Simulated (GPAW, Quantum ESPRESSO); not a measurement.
Consider TiTe2 (P-3m1).

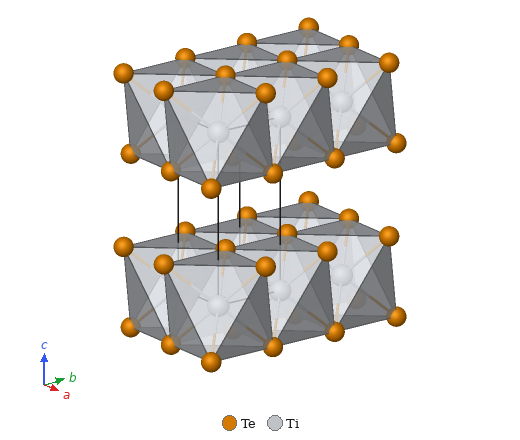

The structure (tellurium orange, titanium light grey). 1×2×1 cells are drawn. Some periodic images of atoms are drawn too.

```
Te Ti
1.0
     3.77700    0.00000    0.00000
    -1.88850    3.27098    0.00000
     0.00000    0.00000    6.49800
Te Ti
2 1
Direct
  0.33333 0.66667 0.73720
  0.66667 0.33333 0.26280
  0.00000 0.00000 0.00000
```

Absorber: atom 3, with 6 Te at 2.77 Å (octahedral, site symmetry -3m). Method: GPAW, LDA, excited-electron core hole (neutral cell), 9-atom cell with 6.5 Å between holes, 3×4×4 k points, dipole transitions, Gaussian full width 0.9 eV up to 4 eV, rising linearly to 3.5 eV at 25 eV.

Question: What does the Ti L₃ edge look like?

Main maxima up to 30 eV above the zero (height): 0.5 eV (6.65) and 7.5 eV (0.61). At an L edge the dipole rule selects empty d (and weakly s) states on the absorber, and the strong line at the onset measures the empty part of its d band. 2p–3d multiplets, which reshape such L edges, aren't in a one-electron spectrum. The total-energy difference is 455.70 eV. Two terms are added: -1.48 eV, since the hole is spin-paired here and a spin-polarised one costs that much less in the free atom (computed apart); −2.13 eV, a third of the tabulated L₂–L₃ splitting, since the scalar-relativistic hole is their mean. The photon energy is then 452.09 eV. The tabulated edge of the element is 453.8 eV. The functional leaves an error of a few eV in such absolute values.

The Ti L₃ spectrum (energy from the lowest empty level; intensity scaled to a mean of 1 over the first 20 eV; polarised curves are means over the symmetry-equivalent atoms):

```
E (eV)  isotropic  ε ⊥ c  ε ∥ c
  -2.0       0.00   0.00   0.00
  -0.5       1.16   1.14   1.21
   1.0       5.49   5.94   4.59
   2.5       2.76   2.57   3.15
   4.0       0.07   0.07   0.07
   5.5       0.29   0.30   0.26
   7.0       0.56   0.59   0.49
   8.5       0.46   0.45   0.48
  10.0       0.43   0.42   0.44
  11.5       0.45   0.46   0.43
  13.0       0.43   0.42   0.45
  14.5       0.43   0.45   0.41
  16.0       0.40   0.40   0.40
  17.5       0.37   0.37   0.38
  19.0       0.37   0.36   0.40
  20.5       0.38   0.37   0.40
  22.0       0.36   0.36   0.37
  23.5       0.34   0.35   0.33
  25.0       0.35   0.36   0.33
  26.5       0.37   0.38   0.35
  28.0       0.39   0.40   0.38
  29.5       0.40   0.40   0.39
  31.0       0.38   0.37   0.39
```

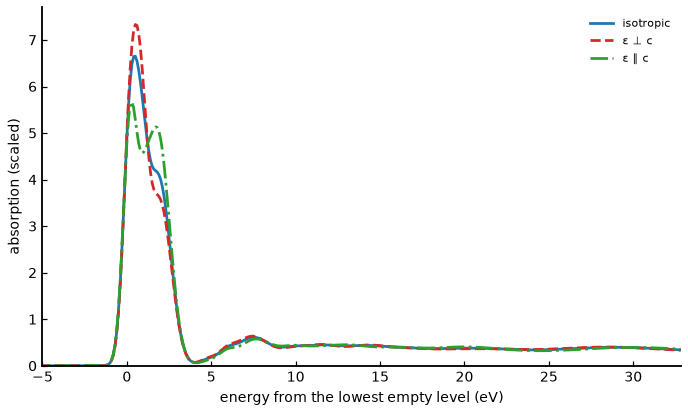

The Ti L₃ edge.

One-electron theory leaves out the 2p–3d multiplets that shape measured L edges of 3d elements, and the L₂ edge isn't added. The unit cell's mesh shows no gap over 0.35 eV. That is right for a metallic compound; for a small-gap or correlated insulator it would be the fault of the functional or of the assumed magnetic order, and the hole would be screened too well. The mesh is coarse (0.32 Å⁻¹ between points), so small maxima may be mesh ripples. The structure is a published determination, not relaxed.

[Banner, clock and machine lines of the logs are left out without a mark of their own.]

[Logs are printed without paths, hosts, clocks, repeated set-up lines and the standing remarks that a program may print on its own settings, such as how far it seeks lower states.]

[Hosts, paths, dates, database ids (printed as entryN), source tags and the programs' standing remarks are cut or masked in the printed files.]

[Lists of maxima count a maximum above −3 eV only where it reaches 4 % of the highest in the window and stands out from its surroundings by 2 % of it (1.5 % where it reaches 55 %); shoulders and weaker maxima are passed over, and of the rest the first, up to two pre-edge ones and the few strongest are named.]
